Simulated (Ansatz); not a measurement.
CHF2OSi (doublet)

```xyz
6

C    -3.0762    1.9497   -0.6706
F    -0.7660    0.7044    0.2391
F    -2.9508    0.3923    1.6261
O    -3.7203    2.1098   -1.6509
Si   -2.3299    0.3848    0.1530
H    -2.5201   -0.9552   -0.4478
```

Geometry: B3LYP/6-31G*.

These are results of isolated molecule in a Gaussian basis; Kohn-Sham density functional theory, functional PBE0 (Ansatz 0.2.0), not measurements.

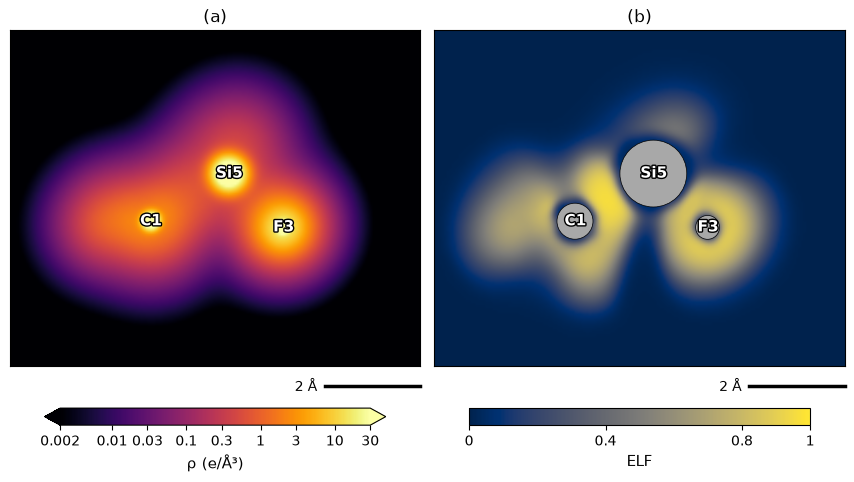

Figure 1. (a) electron density; (b) electron localisation function on the plane of atoms C1, Si5 and F3. Grey discs cover the atomic cores in the ELF map.

Interpret the plot.

Answer. Atoms in the plane: C, F and Si.
Si–F (1.60 Å): ρ at the midpoint is about 1.2 e/Å³; the ELF peaks at about 0.85 in the valence shell of F, 0.6 Å from its nucleus, and is about 0.45 at the midpoint.
C–Si (1.92 Å): ρ is about 0.88 e/Å³ halfway; the ELF peaks at about 0.95 between the atoms; a covalent bond.
The ELF also peaks beside C1 and F3, away from the bonds: non-bonding electrons, paired or unpaired.

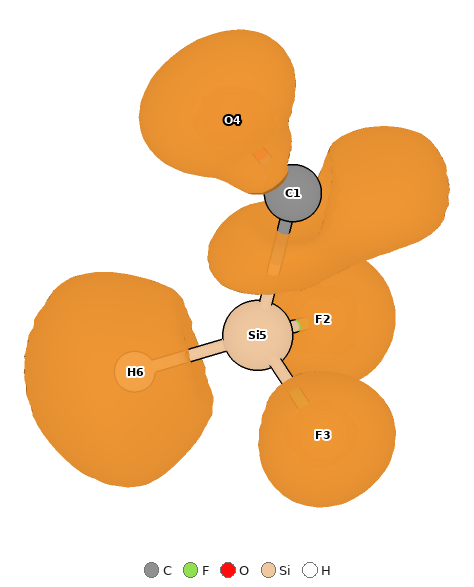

Figure 2. Isosurface of the ELF at 0.75 (orange), seen at an oblique angle. Core shells and regions of very low density are left out.

What do the ELF domains correspond to?

Answer. The ELF exceeds this value in one region around a hydrogen nucleus, one region on C in which the atom's valence shell and bonds are merged, one region on O in which the atom's valence shell and bonds are merged and two regions wrapped around F (its lone pairs, merged into a ring or cap).


C–O (1.18 Å): the ELF peaks at about 0.85 between the atoms: a multiple bond.

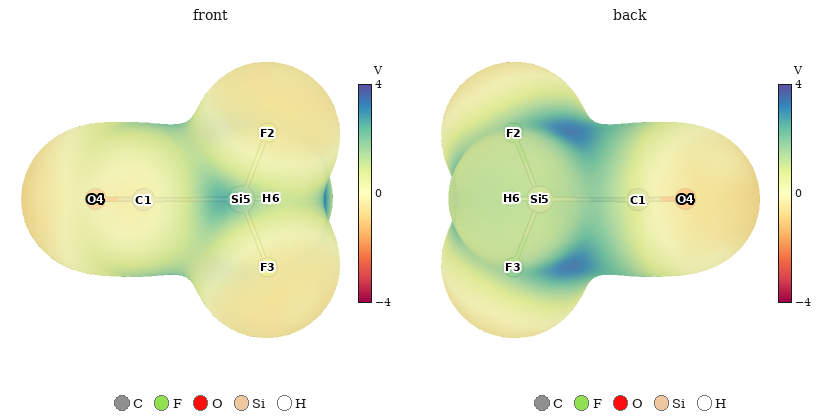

Figure 3. The molecular electrostatic potential painted on the density surface at 0.004 e/bohr³, seen from the front and from behind; the colour scale runs from red (negative) to blue (positive).

Which sites attract a positive test charge, and which a negative one?

Answer. A positive charge is drawn to the negative regions and a negative charge to the positive ones. The most negative region (about −0.7 V, or −16 kcal/mol for a unit charge) lies over O4, the most positive (about +3.3 V, or +76 kcal/mol for a unit charge) over Si5.
